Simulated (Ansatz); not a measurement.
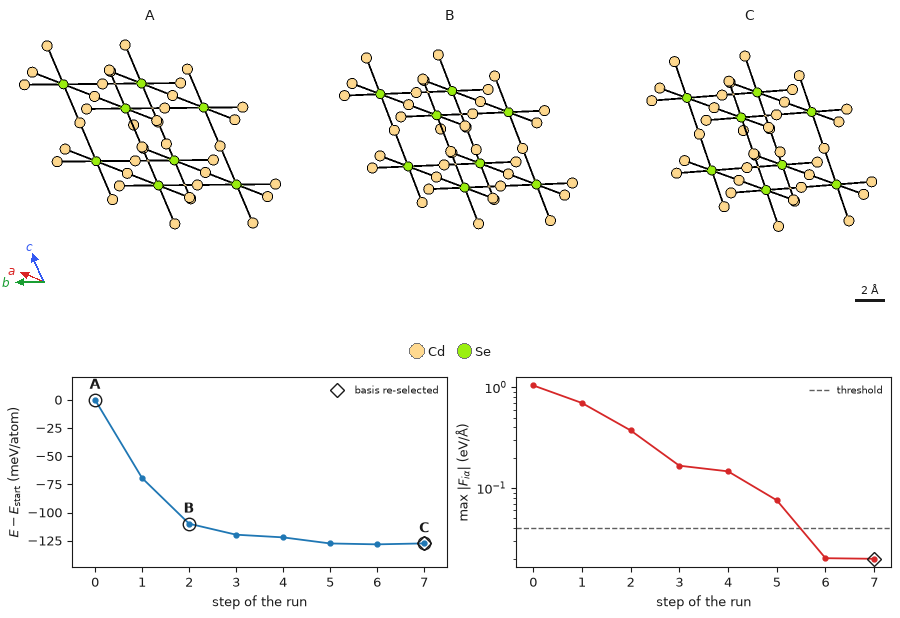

Frames of a relaxation of solid Cd$_{5}$Se (a generated structure, set up in R-3m) (coarse preliminary run), marked on the history of the run. A ball-and-stick model of the cell of the calculation, seen from a free direction.

The calculation used Ansatz, DFT PBE, scalar-relativistic, plane waves, PAW. Settings: plane-wave cutoff 420 eV; k-point mesh 3 × 3 × 3; occupations gaussian; smearing width 0.1 eV; no spin polarisation; cell and atoms relaxed; force threshold 0.04 eV/Å; at most 70 steps.

**Describe the path.**

Over 6 accepted moves (7 points after the start) the energy falls by 127 meV per atom. Largest force component: 1 eV/Å at the start, 0.02 eV/Å at the end. The pressure goes from −2.34 to 0.07 GPa. The SCF was repeated once at an unchanged geometry on a basis and grid sized afresh for the cell, which shifted the energy by 0.8 meV per atom at most. The largest moves relative to the cell, 0.35 Å, are those of Cd atoms. Se stays in place. Cell: a = b = c 6.037 → 5.561 Å (−7.9 %), α 65.2° → 72.0°, β 65.2° → 72.0°, γ 65.2° → 72.0°. Volume −12.8 %. Among the contacts that change: Cd–Cd 2.676 → 3.022 Å, Cd–Se 3.019 → 2.781 Å. Among the angles between lasting bonds that change: Cd–Se–Cd 65.2° → 72.0°, Cd–Se–Cd 114.8° → 108.0°. The space group stays R-3m (No. 166). From step 0 to 2: Cd atoms move most (0.25 Å), volume −15.1 %, energy −110 meV per atom. From step 2 to 7: Cd atoms move most (0.11 Å), volume +2.7 %, energy −17.5 meV per atom.

| step | E − E(0), meV/atom | largest force component, eV/Å | pressure, GPa | volume, Å³/atom | note |
| --- | --- | --- | --- | --- | --- |
| 0 | 0.00 | 1.0442 | -2.34 | 28.865 |  |
| 1 | -69.36 | 0.6993 | -0.91 | 26.051 |  |
| 2 | -109.88 | 0.3735 | 0.44 | 24.504 |  |
| 3 | -119.65 | 0.1668 | 2.21 | 23.993 |  |
| 4 | -122.03 | 0.1466 | -1.03 | 25.771 |  |
| 5 | -127.42 | 0.0757 | 0.57 | 24.861 |  |
| 6 | -128.22 | 0.0202 | 0.09 | 25.177 |  |
| 7 | -127.37 | 0.0199 | 0.07 | 25.177 | same geometry, new basis |
